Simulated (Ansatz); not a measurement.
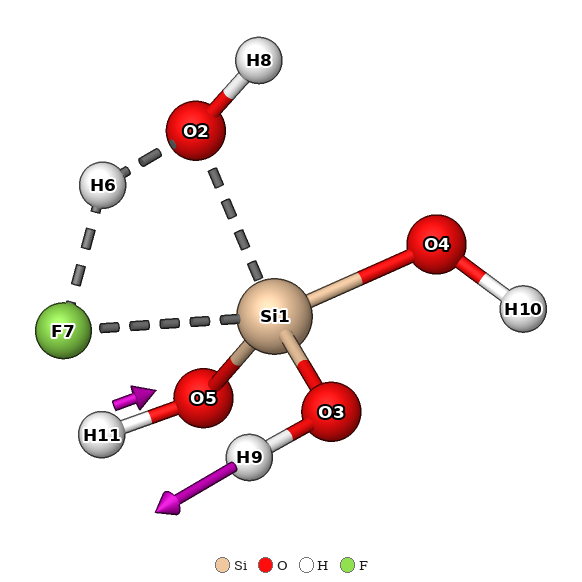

The arrows show one normal mode. Broken sticks mark bonds that form or break. Harmonic vibrations computed with RKS PBE0-D4/def2-TZVP (Ansatz 0.2.0) at a stationary point of the same level. It is a saddle point of order 1.

> Estimate its harmonic wavenumber.

3900 cm⁻¹; it is mode 25 of 27 counted from the lowest.
